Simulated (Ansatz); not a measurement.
```xyz
10

Si    0.3619   -0.0734   -0.1457
H     0.5173    0.0181    1.3395
H     1.7336   -0.3039   -0.7287
H    -0.1883    1.1864   -0.7248
N    -0.8089   -1.3636   -0.4759
H    -0.5392   -2.2982   -0.1574
H    -1.1097   -1.4307   -1.4521
O    -2.7739    0.1454    1.0089
H    -2.2780   -0.5370    0.4850
H    -2.5607   -0.1023    1.9299
```

Level of theory: RKS PBE-D4/6-31G* (Ansatz).

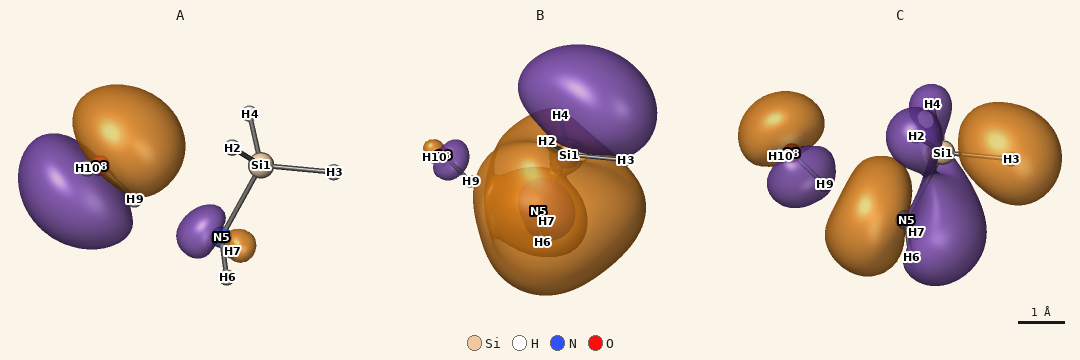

H5NSi···H2O. Three frontier orbitals at ±0.06 Å⁻³ᐟ² (orange and purple are the two phases), in no order.

### Which picture is the HOMO−1, the HOMO and the LUMO?

C is the HOMO−1 (−6.27 eV). Its weight (Hirshfeld) is mainly on N5 (about 55 %), O8 (about 15 %) and H3 (about 10 %). A is the HOMO (−5.53 eV). Its weight (Hirshfeld) is mainly on O8 (about 85 %); largely a lone pair of O8. B is the LUMO (−0.40 eV). By Hirshfeld shares it lies mainly on Si1 (about 45 %), N5 (about 15 %), H6 (about 10 %) and H7 (about 10 %).

### What is the HOMO–LUMO gap?

5.13 eV between the orbital energies.
